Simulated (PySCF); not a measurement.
**Excited-state calculation of C3H10N2Si**

The run: excited-state calculation of C3H10N2Si, SMILES N[SiH2]NC1CC1. Method and program: TDDFT CAM-B3LYP/def2-SVPD, vertical, IEF-PCM chloroform (non-equilibrium linear response), core orbitals frozen in the response (PySCF 2.14.0).

The geometry comes from this level: PBE0-D3(BJ)/def2-SVP. It belongs to a series of runs on one base structure; here: solvent chloroform.

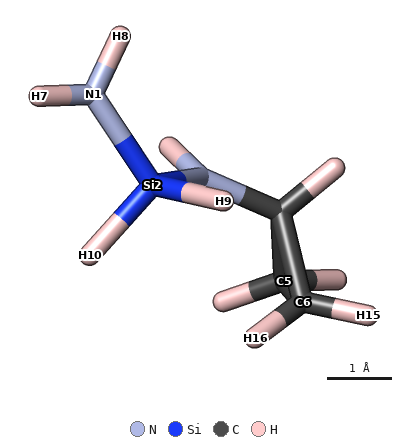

The structure (stick view, seen at a tilt; atoms are numbered from 1 in the order of the input). Bond lengths as drawn: C–C 1.50 Å, C–H 1.09 to 1.10 Å, C–N 1.42 Å, H–N 1.01 Å, H–Si 1.50 Å and N–Si 1.73 Å.

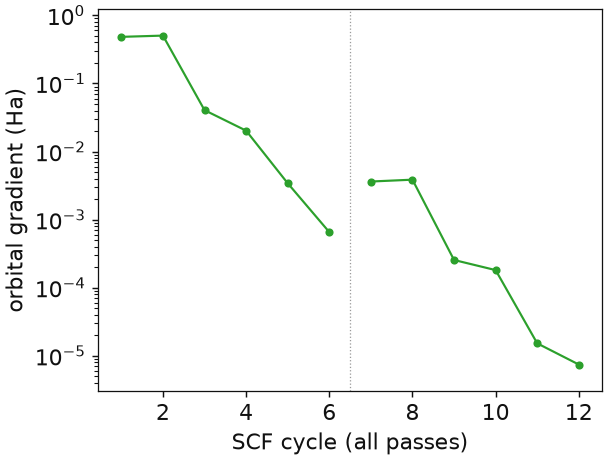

Convergence of the self-consistent field: orbital gradient against the SCF cycle. The dotted line marks the change from a coarse to the final integration grid. The first 6 cycles use a coarse grid, the final grid takes over at cycle 7, and the field converges after 12 cycles in all.

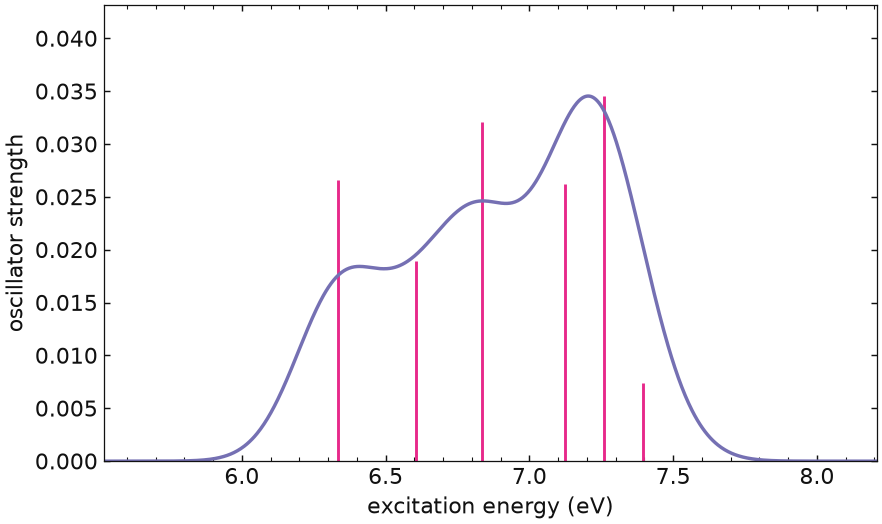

Computed excitations as sticks (degenerate states added up, dark ones marked on the axis), with a Gaussian envelope of 0.35 eV full width at half maximum, scaled to the tallest. Of the 6 states the lowest lies at 6.33 eV (f = 0.027); the strongest line is at 7.26 eV, or 171 nm (f = 0.035).

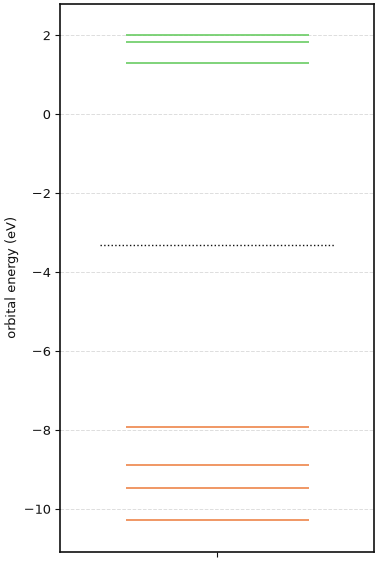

Orbital energies near the frontier; the dotted line parts filled from empty levels, and levels within 0.02 eV of each other stand side by side. Highest filled −7.92 eV, lowest empty 1.31 eV, 9.23 eV apart.

The input that produced these results follows, with the program's output.

### Input file
```
{"job": {"kind": "uv", "xc": "CAM-B3LYP", "basis": "def2-SVPD", "solvent": "chloroform", "nstates": 6, "ntriplets": 0}, "charge": 0, "multiplicity": 1}
N      2.977338    -0.617373     0.087061
Si     1.542057     0.287085    -0.230592
N      0.215894    -0.622987     0.403396
C     -1.006862    -0.114911     0.923516
C     -2.299634    -0.416006     0.216663
C     -1.733827     0.971082     0.184258
H      3.768996    -0.548427    -0.541055
H      3.271121    -0.819687     1.035850
H      1.421547     1.649234     0.385470
H      1.572337     0.480109    -1.719484
H      0.282803    -1.635060     0.384430
H     -1.078990    -0.055742     2.020022
H     -2.226278    -1.007553    -0.699731
H     -3.191485    -0.609265     0.818579
H     -2.220948     1.755820     0.768243
H     -1.298970     1.316799    -0.757774
```

The first line tells a small driver script what to run in PySCF; the rest is the geometry in Å.

Run as:
```bash
OMP_NUM_THREADS=1 python <driver script> task.json out
```

### Output
```
coarse grid: 13208 points
cycle   1  E = -518.8693467489  dE =  7.169e-01  |g| = 4.823e-01  |ddm| = 5.424e+00
cycle   2  E = -518.8707074460  dE = -1.361e-03  |g| = 5.031e-01  |ddm| = 1.722e+00
cycle   3  E = -518.9244350563  dE = -5.373e-02  |g| = 4.047e-02  |ddm| = 7.587e-01
cycle   4  E = -518.9247840415  dE = -3.490e-04  |g| = 2.023e-02  |ddm| = 1.371e-01
cycle   5  E = -518.9248840481  dE = -1.000e-04  |g| = 3.420e-03  |ddm| = 3.453e-02
cycle   6  E = -518.9248872590  dE = -3.211e-06  |g| = 6.558e-04  |ddm| = 1.331e-02
final grid: 121256 points
cycle   7  E = -518.9966656940  dE = -2.914e-05  |g| = 3.625e-03  |ddm| = 7.630e-02
cycle   8  E = -518.9966656757  dE =  1.832e-08  |g| = 3.859e-03  |ddm| = 1.381e-02
cycle   9  E = -518.9966689571  dE = -3.281e-06  |g| = 2.554e-04  |ddm| = 5.632e-03
cycle  10  E = -518.9966689685  dE = -1.137e-08  |g| = 1.815e-04  |ddm| = 9.870e-04
cycle  11  E = -518.9966689768  dE = -8.249e-09  |g| = 1.526e-05  |ddm| = 3.953e-04
cycle  12  E = -518.9966689769  dE = -9.493e-11  |g| = 7.454e-06  |ddm| = 9.904e-05
converged SCF energy = -518.9966689769

Static polarisability (au): isotropic 93.986, principal 85.996 91.218 104.744

Singlet excitations
state   eV       nm        f      main configurations
  1   6.3332    195.8   0.02665   H->L 0.74, H->L+2 0.09
  2   6.6057    187.7   0.01891   H->L+1 0.37, H-1->L 0.31, H->L+4 0.10
  3   6.8347    181.4   0.03211   H-1->L 0.53, H->L+1 0.16, H->L 0.09
  4   7.1240    174.0   0.02618   H->L+2 0.67, H->L+1 0.20
  5   7.2585    170.8   0.03455   H->L+3 0.51, H->L+4 0.35
  6   7.3965    167.6   0.00744   H->L+4 0.30, H->L+3 0.28, H->L+5 0.19
```

### Summary

```csv
quantity,value
outcome,converged
total energy,−518.996669 hartree
HOMO,−7.92 eV
LUMO,1.31 eV
dipole moment,1.19 D
mean polarisability,93.99 a.u.
lowest excitation,6.33 eV
hardware,"1 CPU thread, shared host"
wall time,28 s
peak memory,1 GiB
```
